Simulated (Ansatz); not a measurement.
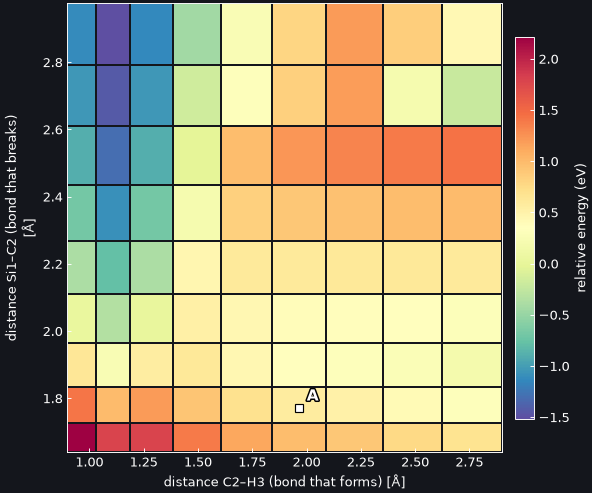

The reacting system CH₄F₂Si (fragments CH₃FSi + FH where the first distance is long, F₂Si + CH₄ where the second is long). Coordinates scanned: (1) distance C2–H3 (bond that forms); (2) distance Si1–C2 (bond that breaks). Relaxed at each point: all other coordinates. Grid: 9 × 9 points. Points are written as (first, second). All energies are given in eV relative to a guessed transition structure relaxed with its forming and breaking bonds held. Energies and slopes of some neighbouring points disagree (a jump in structure or state, or too coarse a mesh). The reference is spin-restricted, so regions where a bond is pulled apart into radicals lie too high. The calculation used RKS r2SCAN-D4/def2-SVP (Ansatz 0.2.0).

The picture shows one coloured cell a grid point, the point A.

> Which way does the force act at A, and how strong is it?

A, at (1.963 Å, 1.772 Å), is not a stationary point. The computed force is 0.33 eV for each Å towards larger values of the first coordinate and 3.2 eV for each Å towards larger values of the second coordinate.
